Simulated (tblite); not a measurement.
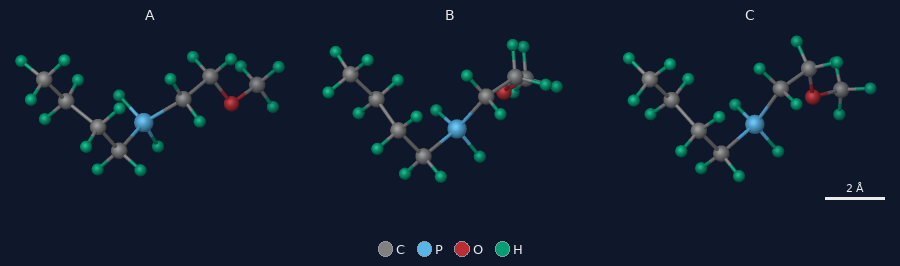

3 geometries from one relaxation of C₇H₁₈OP (charge +1), in shuffled order. Style: ball-and-stick. Shown at a tilt.

These are results of GFN2-xTB geometry optimisation, gas phase in tblite 0.8.0, not measurements. 

Put them in the order of the run, from the start to the converged end.

A, C, B. They are steps 0, 61, 173, at +12.3 kcal/mol, +2.11 kcal/mol relative to the last. The atom that moves furthest after the best rigid fit is an H atom (2.16 Å). Largest moves by element: H 2.16 Å, C 1.12 Å, O 1.02 Å, P 0.60 Å. Near-neighbour distances that change, for instance: O–P 3.171 → 2.348 Å, H–P 1.412 → 1.366 Å, C–H 1.109 → 1.092 Å, C–C 1.515 → 1.531 Å. Among the angles between lasting bonds that change: C–P–H 111.8° → 105.0°, P–C–C 111.9° → 105.3°, C–P–C 102.9° → 109.0°. Groups turn about C–C by about 70°. After 173 geometry steps the energy has fallen by 12.3 kcal/mol.
